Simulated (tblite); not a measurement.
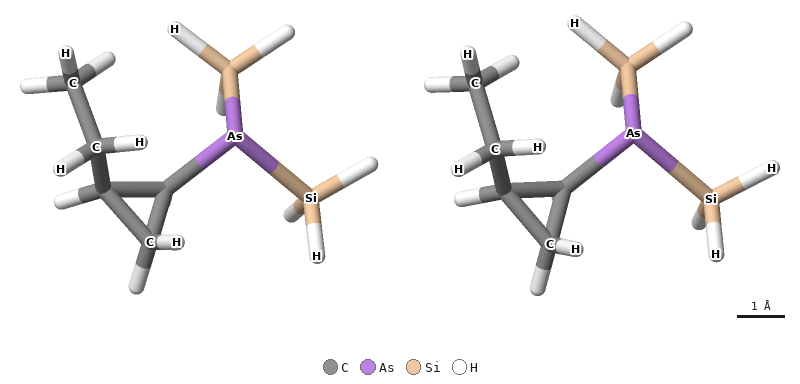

Two geometries of C5H15AsSi2, drawn at one scale. One is the start of a relaxation, the other its converged end. The picture is a stick view, seen at a tilt.

Computed with GFN2-xTB geometry optimisation, gas phase in tblite. 

Q: Which of the two is the end point?

A: The right one is the relaxed one. The energy falls by 0.366 eV in 86 geometry steps. The atom that moves furthest after the best rigid fit is an H atom (0.25 Å). Largest moves by element: H 0.25 Å, As 0.12 Å, Si 0.11 Å, C 0.07 Å. Among the contacts that change: C–H 1.130 → 1.081 Å, C–C 1.540 → 1.502 Å, C–C 1.520 → 1.495 Å, As–C 1.995 → 1.970 Å. Bond angles that change, for instance: H–C–H 122.1° → 113.6°, C–C–As 112.5° → 118.9°, C–C–H 119.6° → 113.3°.
